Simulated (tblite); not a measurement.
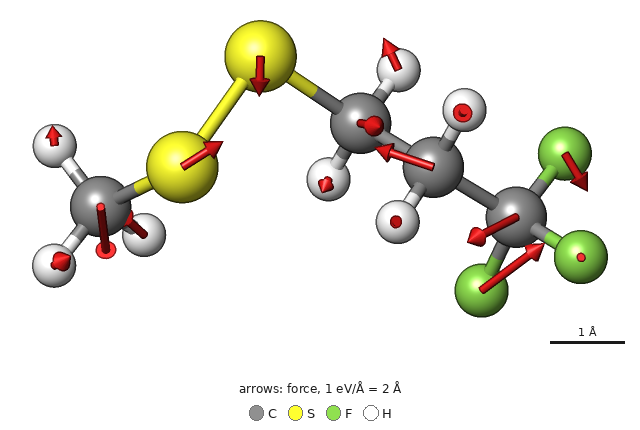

Starting geometry of C4H7F3S2 with the computed forces as red arrows. Style: ball-and-stick. Shown face on.

Theory: GFN2-xTB geometry optimisation, gas phase in tblite 0.8.0. 

Question: Is this structure relaxed? If not, where do the atoms go?

Answer: It isn't relaxed: the largest force vector, on a C atom, is 0.75 eV/Å. The final displacements have little in common with the starting forces (cosine between the two patterns 0.28). The energy falls by 5.14 kJ/mol in 48 geometry steps. An S atom moves most after the best rigid fit: 0.11 Å. Largest moves by element: S 0.11 Å, H 0.10 Å, F 0.08 Å, C 0.04 Å. Among the contacts that change: S–S 2.045 → 2.026 Å, C–S 1.809 → 1.825 Å, C–H 1.101 → 1.086 Å, C–F 1.356 → 1.343 Å. Among the angles between lasting bonds that change: S–C–H 108.9° → 106.2°, C–C–H 109.4° → 111.5°, C–C–F 110.1° → 112.2°.
